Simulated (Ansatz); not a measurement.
## Electronic structure of ClF5W···F (doublet) in real space

```xyz
8

W     0.0000    0.0000   -0.0322
Cl    0.0000    0.0000    2.3320
F     1.8619    0.0000   -0.0498
F     0.0000    1.8619   -0.0498
F    -1.8619    0.0000   -0.0498
F     0.0000   -1.8619   -0.0498
F     0.0000    0.0000   -1.8936
F     0.0000    0.0000    5.0228
```

Core potentials replace the inner electrons of W; not at a stationary point (largest force 0.9 eV/Å).

Computed with UKS PBE/def2-SVP (Ansatz 0.2.0).

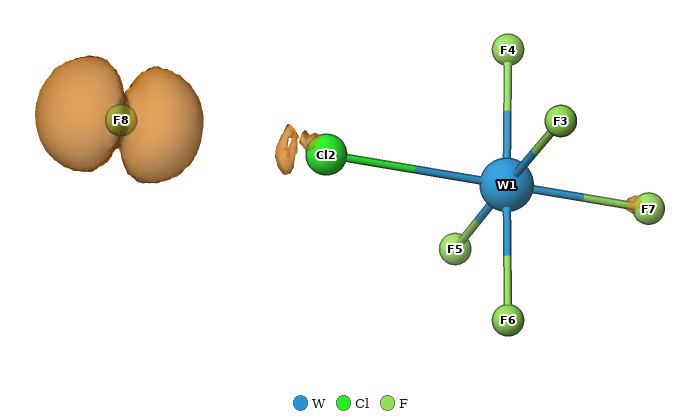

Figure 1. Isosurface of the spin density (α minus β) at +0.05 e/Å³ (orange), seen at a tilt.

### Which atoms carry the spin?

The unpaired spin (1 electron) lies mostly on F8 (about 0.9), in electrons by Hirshfeld's partition.

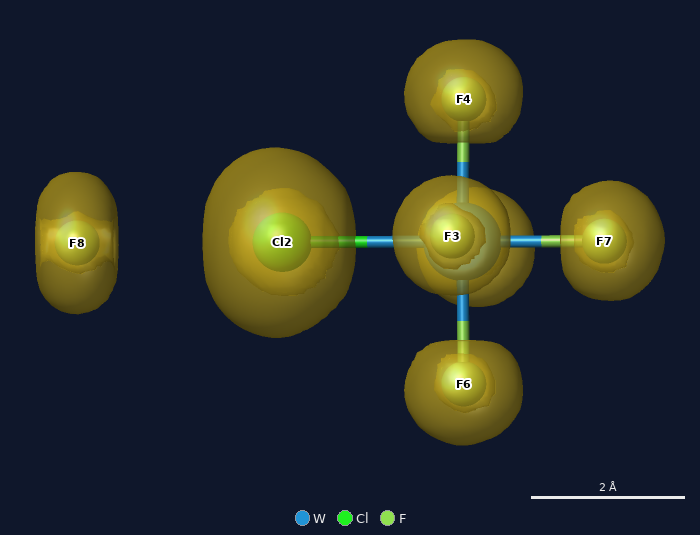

Figure 2. Isosurface of the electron localisation function at 0.75 (yellow), seen across its widest extent. Only the valence region is drawn (cores and ρ < 0.01 e/Å³ removed).

### Where are the electrons localised?

The ELF exceeds this value in one region wrapped around Cl (its valence shell) and six regions wrapped around F (the valence shell of each).


Cl2···F8 (2.69 Å): the ELF dips to about 0.05 between them. W–F (1.86 Å): the ELF peaks at about 0.85 in the valence shell of F, 0.5 Å from its nucleus, and drops to about 0.20 between the two atoms.

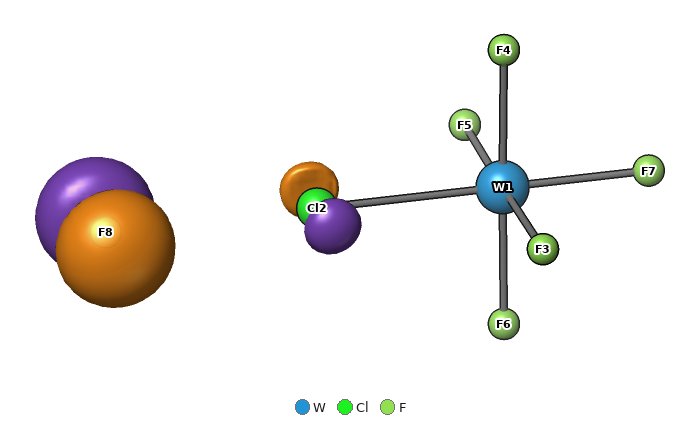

Figure 3. The HOMO (β) at ±0.2 Å⁻³ᐟ² (orange and purple are the two phases), seen at a tilt.

### Describe this orbital and give its energy.

Its weight (Hirshfeld) is mainly on F8 (about 90 %) and Cl2 (about 10 %); largely a lone pair of F8. It is one of a degenerate set, so its orientation is arbitrary. Its energy is −8.65 eV.
